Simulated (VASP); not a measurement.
Band structure of Sr (fcc). Calculation: optB86b-vdW, VASP's PBE PAW potentials (set 64) (plane waves; VASP).

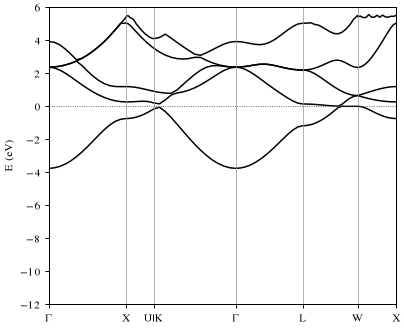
Figure: Bands along high-symmetry lines, zero at the valence-band maximum or, without a gap, the Fermi level

Task: Read the plot: is there a gap, and where are the band edges?

Result: It has no gap at this level: it comes out as a metal or semimetal. (Edges off the drawn lines would not show.)

The compound is Sr in the fcc structure. It was relaxed first, which changed the volume by -8 %.
